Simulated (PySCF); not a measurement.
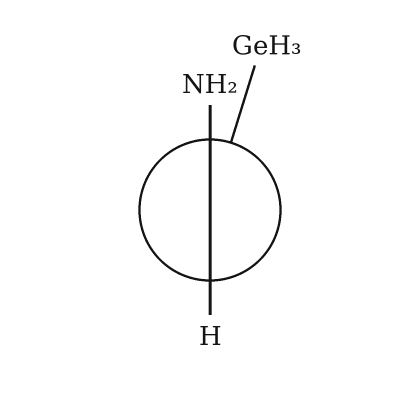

A Newman projection along the B–O bond, boron in front; angles are drawn as computed, but eclipsed bonds slightly apart. Computed geometry: PBE0-D3(BJ)/def2-SVP optimisation. No frequency run is at hand to confirm it as a minimum.

Which molecule is it?

BGeH6NO, NB[O][GeH3]

What is the torsion angle from the front NH2 to the back GeH3? The sign is positive where the front bond must turn clockwise to cover the back bond.

0°, synperiplanar (eclipsed).
